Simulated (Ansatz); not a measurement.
The calculation's input:

```
crystal:
  periodic: [false, false, false]
  atoms:
    - { symbol: Si, position_ang: [-1.6806, -0.6084, -0.0814] }
    - { symbol: B, position_ang: [0.0441, 0.2414, -0.1497] }
    - { symbol: Si, position_ang: [1.4506, -0.6552, 0.7827] }
    - { symbol: C, position_ang: [0.4404, 1.5913, -0.9217] }
    - { symbol: S, position_ang: [-0.6423, 2.2947, -1.6566] }
    - { symbol: H, position_ang: [-2.6742, 0.3996, 0.5147] }
    - { symbol: H, position_ang: [-2.1358, -0.8751, -1.4587] }
    - { symbol: H, position_ang: [-1.648, -1.7809, 0.6979] }
    - { symbol: H, position_ang: [1.1456, -0.7313, 2.2657] }
    - { symbol: H, position_ang: [2.7359, 0.1019, 0.6604] }
    - { symbol: H, position_ang: [1.6427, -2.0088, 0.2666] }
    - { symbol: H, position_ang: [1.3987, 1.9756, -0.886] }
basis:
  gaussian: { orbitals: def2-SVP }
hamiltonian:
  xc: b3lyp
relax:
  f_tol: 0.02
  max_steps: 50
output:
  orbitals: {}
```

Run with:

```sh
ansatz run input.yaml --threads 2 --pin off --max-ram 3072MiB --backend cpu --events-out ev --progress --plain --runs-dir out
```

The fields are those of the relaxed geometry.

Level of theory: RKS B3LYP/def2-SVP in Ansatz.

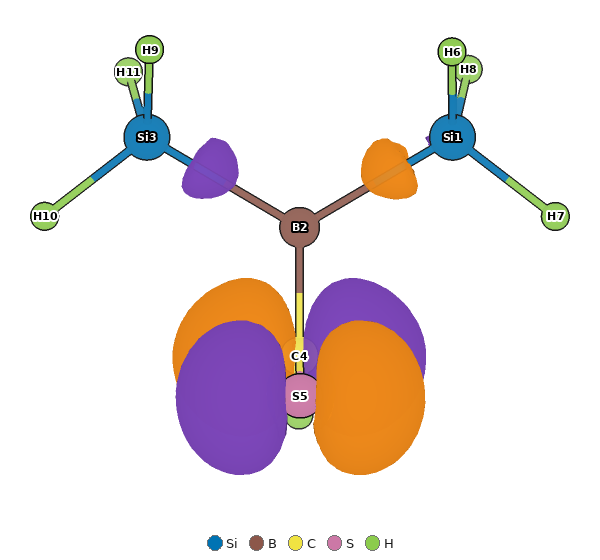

CH7BSSi2. One frontier orbital at ±0.15 Å⁻³ᐟ² (orange and purple are the two phases), seen across its widest extent.

Which orbital is it: HOMO or LUMO?

The LUMO, at −3.01 eV. Its weight (Hirshfeld) is mainly on C4 (about 40 %) and S5 (about 35 %); π-antibonding (π*) across C4–S5.
